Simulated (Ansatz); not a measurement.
System: GaS3.

```cif
data_structure
_symmetry_space_group_name_H-M 'P 1'
_symmetry_Int_Tables_number 1
_cell_length_a 7.1333
_cell_length_b 7.1333
_cell_length_c 3.3595
_cell_angle_alpha 90.000
_cell_angle_beta 90.000
_cell_angle_gamma 120.000
_cell_volume 148.04
loop_
_atom_site_label
_atom_site_type_symbol
_atom_site_fract_x
_atom_site_fract_y
_atom_site_fract_z
_atom_site_occupancy
Ga1 Ga 0.33333 0.66667 0.25000 1
Ga2 Ga 0.66667 0.33333 0.75000 1
S1 S 0.81553 0.63107 0.25000 1
S2 S 0.18447 0.81553 0.75000 1
S3 S 0.36893 0.18447 0.25000 1
S4 S 0.18447 0.36893 0.75000 1
S5 S 0.81553 0.18447 0.25000 1
S6 S 0.63107 0.81553 0.75000 1
```

Space group P6₃/mmc; started from the Ni3Sn (D0_19)_194 prototype, which need not be the ambient phase.

All numbers below come from DFT PBE, scalar-relativistic, plane waves, PAW (Ansatz).

Q: Predict the valence pseudo-density and electron localisation function between the atoms.

A: Ga–S (2.49 Å): ρ is about 0.42 e/Å³ halfway; the ELF peaks at about 0.90 in the valence shell of S, 0.8 Å from its nucleus, and is about 0.60 at the midpoint.

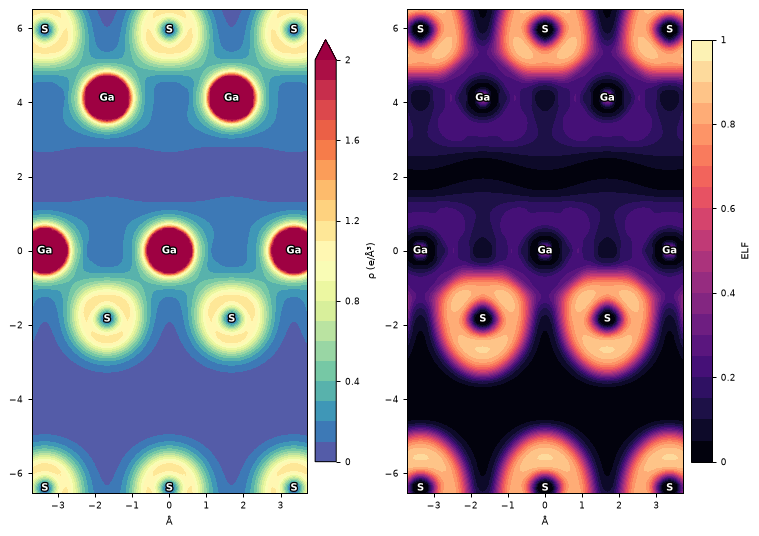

Computed valence pseudo-density and electron localisation function on the (110) plane of the conventional cell, in this order. 
